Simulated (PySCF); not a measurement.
# Ethene, chlorotrifluoro- (C₂ClF₃): NMR shifts, electronic excitations and K edges in gas and solvents, part 2 of 2

PySCF 2.14.0. Atoms count from 0. The steps go on from the part before.

### 8 K-edge absorption: BHandHLYP/def2-SVPD+aug-pcX-1

Job settings and geometry (Å):

```
{"job": {"kind": "xas", "xc": "BHandHLYP", "basis": {"default": "aug-pcX-1", "H": "pcseg-1", "Cl": "def2-SVPD"}}, "charge": 0, "multiplicity": 1}
F      0.340978    -1.669095     0.618887
C      0.207677    -0.371274     0.547502
F      0.510561     0.235060     1.662598
C     -0.197097     0.262569    -0.554243
F     -0.487332    -0.409550    -1.652133
Cl    -0.371769     1.954719    -0.644475
```

Method: core-valence-separated TDA BHandHLYP/aug-pcX-1 H:pcseg-1 Cl:def2-SVPD, K edges, non-relativistic, gas phase.

The program printed:

```text
coarse grid: 7056 points
cycle   1  E = -835.3820670523  dE =  1.175e+00  |g| = 7.843e-01  |ddm| = 3.712e+00
cycle   2  E = -835.3546930612  dE =  2.737e-02  |g| = 9.251e-01  |ddm| = 1.759e+00
cycle   3  E = -835.4934402104  dE = -1.387e-01  |g| = 6.578e-02  |ddm| = 8.712e-01
cycle   4  E = -835.4940086366  dE = -5.684e-04  |g| = 2.597e-02  |ddm| = 8.768e-02
cycle   5  E = -835.4941324481  dE = -1.238e-04  |g| = 7.708e-03  |ddm| = 2.949e-02
cycle   6  E = -835.4941452905  dE = -1.284e-05  |g| = 2.022e-03  |ddm| = 1.029e-02
cycle   7  E = -835.4941462204  dE = -9.299e-07  |g| = 6.510e-04  |ddm| = 4.092e-03
final grid: 68976 points
cycle   8  E = -835.5362200202  dE = -7.577e-05  |g| = 3.088e-03  |ddm| = 2.224e-02
cycle   9  E = -835.5362199707  dE =  4.947e-08  |g| = 2.607e-03  |ddm| = 3.426e-03
cycle  10  E = -835.5362208590  dE = -8.882e-07  |g| = 5.106e-04  |ddm| = 1.875e-03
cycle  11  E = -835.5362208965  dE = -3.749e-08  |g| = 7.622e-05  |ddm| = 4.668e-04
cycle  12  E = -835.5362208977  dE = -1.263e-09  |g| = 2.074e-05  |ddm| = 1.447e-04
cycle  13  E = -835.5362208978  dE = -7.526e-11  |g| = 1.007e-05  |ddm| = 2.433e-05
converged SCF energy = -835.5362208978

C K edge
   eV          f      from atoms
  286.848   0.06551   C3
  287.474   0.07988   C1
  287.614   0.05998   C3
  288.988   0.03431   C3
  289.679   0.05484   C1
  290.608   0.02177   C1
  290.813   0.00132   C3
  291.731   0.00426   C3
  291.969   0.00157   C3
  292.111   0.00331   C1
  292.314   0.00474   C3
  292.908   0.00012   C3

F K edge
   eV          f      from atoms
  686.152   0.03471   F4
  686.745   0.02786   F0
  687.062   0.02817   F2
  687.165   0.00944   F4
  687.229   0.01166   F0
  687.249   0.01315   F2
  688.005   0.00541   F4
  688.429   0.01053   F4
  688.464   0.01049   F2
  688.592   0.01039   F0
  689.297   0.00059   F4
  689.367   0.01066   F2
  689.385   0.01045   F0
  689.571   0.00253   F4
  689.640   0.00344   F2
  689.648   0.00475   F0 F4
```

Wall time 9.2 s (1 thread, shared host).

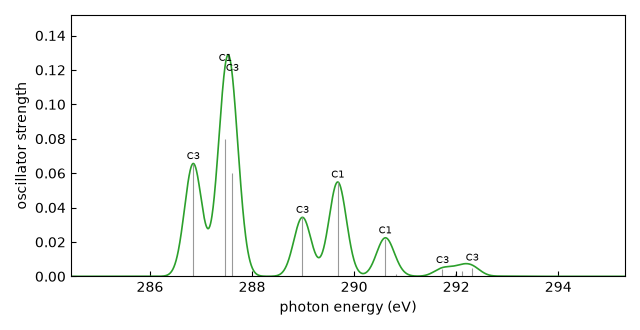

The C K edge. Lines are broadened to a width of 0.40 eV (Gaussian).

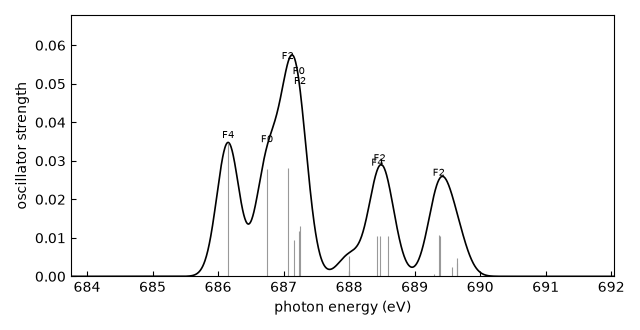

The F K edge. Lines are broadened to a width of 0.40 eV (Gaussian).

### 9 Run by run: NMR shifts

Shifts (ppm), with basis size and wall time:

| run | C1 | C3 | F0 | F2 | F4 | functions | time |
| --- | --- | --- | --- | --- | --- | --- | --- |
| PBE0/pcSseg-1 in benzene | 160.5 | 133.5 | -102.7 | -118.4 | -151.8 | 109 | 6.2 s |
| PBE0/pcSseg-1 in tetrahydrofuran | 161.1 | 134.0 | -101.8 | -117.5 | -152.0 | 109 | 5.2 s |

The continuum's effect on the ground state:

| solvent | ε | polarisation energy (Eh) | μ (D) |
| --- | --- | --- | --- |
| benzene | 2.27 | -0.0007 | 0.40 |
| tetrahydrofuran | 7.43 | -0.0013 | 0.42 |

### 10 Comparing the runs: electronic excitations

Excitations and ground-state properties, with basis size and wall time:

| run | lowest singlet (eV) | brightest (eV) | f | gap (eV) | α (Å³) | μ (D) | functions | time |
| --- | --- | --- | --- | --- | --- | --- | --- | --- |
| PBE0/def2-SVPD | 6.02 | 7.46 | 0.381 | 7.62 | 6.17 | 0.37 | 136 | 11 s |
| PBE0/def2-SVPD in benzene | 6.01 | 7.30 | 0.472 | 7.62 | 6.87 | 0.40 | 136 | 8.7 s |
| PBE0/def2-SVPD in tetrahydrofuran | 6.02 | 7.33 | 0.459 | 7.63 | 7.52 | 0.42 | 136 | 8.7 s |

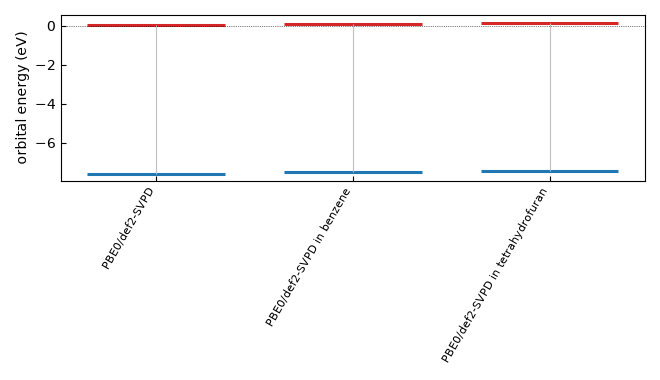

HOMO (blue) and LUMO (red) run by run.

The continuum's effect on the ground state:

| solvent | ε | polarisation energy (Eh) | μ (D) |
| --- | --- | --- | --- |
| benzene | 2.27 | -0.0007 | 0.40 |
| tetrahydrofuran | 7.43 | -0.0013 | 0.42 |

### 11 Outcome

This closing draws on all 2 parts.

| quantity | value |
| --- | --- |
| point group | Cs |
| rotational constants (main isotopes) | 4.51, 2.28, 1.51 GHz |
| 13C shifts against TMS (PBE0/pcSseg-1, benzene) | 160.5, 133.5 ppm |
| 19F shifts against CFCl3 (PBE0/pcSseg-1, benzene) | -102.7, -118.4, -151.8 ppm |
| shieldings of Cl (PBE0/pcSseg-1, benzene) | Cl5 752.3 ppm |
| lowest singlet (PBE0/def2-SVPD) | 6.02 eV (206 nm), f = 0.000 |
| brightest single state of those computed | state 4, 7.46 eV, f = 0.381 |
| C K edge | first line 286.85 eV, strongest 287.47 eV (f = 0.080) |
| F K edge | first line 686.15 eV, strongest 686.15 eV (f = 0.035) |
| range of the shift of F2 | -118.4 to -117.5 ppm |
| range of the lowest singlet | 6.01 to 6.02 eV |

The optimisation took 7 steps and gained 0.022 eV; among the close pairs (by a distance rule), C1–F2 changed most, from 1.321 to 1.305 Å. No frequency check was run at this level, so the end point may be a saddle. At PBE0/pcSseg-1: The largest span, 370 ppm, is at Cl5, where the paramagnetic term is -393 ppm. The lowest singlet, at 6.02 eV, is HOMO→LUMO+1 0.95 and is dark; of the 6 states computed, the strongest absorption comes from state 4 at 7.46 eV. The dipole moment, 0.37 D, compares with 0.58 D measured (one conformer here). At the C edge the strongest single line lifts a 1s electron of C1 into LUMO+2 (weight 0.85), 0.6 eV above the first line. At the F edge the strongest single line lifts a 1s electron of F4 into several orbitals, led by LUMO+11 (weight 0.23), and it is the first line. Absolute edge energies from this method are off by several eV; spacings are better. Among the atoms with a shift in every run: Across the 2 runs the shift of F2 moves most, between -118.4 (PBE0/pcSseg-1 in benzene) and -117.5 ppm (PBE0/pcSseg-1 in tetrahydrofuran). Most of that comes from the computed reference, not from the atom's own shielding. The continuum holds electrostatics alone: no hydrogen bonds to the solvent, and the gas-phase geometry is kept.
